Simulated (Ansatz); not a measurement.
# How methods differ on SiNH2Cl (SMILES N[Si]Cl)

The species is SiNH2Cl (5 atoms), meant as a singlet with charge 0. SMILES: `N[Si]Cl`. Geometry: relaxed at PBE0-D4/def2-TZVP. This is one conformer, not always the lowest.

```xyz
5

N    -0.1482    0.5834   -0.2339
Si   -0.1162   -0.3418    1.1926
Cl    0.6490   -2.1245    0.3773
H    -0.4733    1.5386   -0.2274
H     0.1386    0.2706   -1.1500
```

Quantity: the energy change with the N1–H4 bond stretched from 1.009 to 2.523 Å, in eV. The values are calculated.

```tsv
level	kind	program	value (eV)	less FCI/STO-3G	CPU time (all runs)
HF/STO-3G (restricted)	Hartree–Fock	Ansatz	10.52	+4.98	0.46 s
BLYP/STO-3G (restricted)	GGA	Ansatz	6.58	+1.04	4 s
r2SCAN/STO-3G (restricted)	meta-GGA	Ansatz	7.35	+1.81	8.2 s
r2SCAN0/STO-3G (restricted)	hybrid meta-GGA	Ansatz	8.29	+2.75	6.9 s
wB97X/STO-3G (restricted)	range-separated hybrid	Ansatz	8.61	+3.07	13 s
RPA@PBE/STO-3G (restricted)	RPA	Ansatz	6.40	+0.86	6.8 s
CCSD(T)/STO-3G (restricted)	coupled cluster or CI	Ansatz	5.50	-0.04	0.61 s
FCI/STO-3G	exact in the basis	Ansatz	5.54	0.00	56 s
```

FCI/STO-3G is exact within its basis and frozen core, so for wave-function methods in that basis the difference is their error; functionals converge differently with the basis, so for them it is only a difference. Spin-restricted single references rise too steeply as a bond breaks, Hartree–Fock most of all. Perturbation and coupled-cluster corrections on them can overshoot downwards. The first shape isn't each level's own minimum. The values span 5.50 to 10.52 eV. All rows use very small basis sets, so even the best lies far from the true value. Times are those of the runs behind each value, whatever else they computed, on shared processors of several kinds: orders of magnitude only.

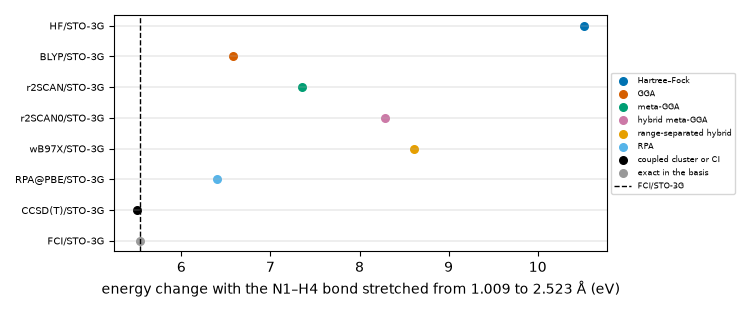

The values of the table, level by level.
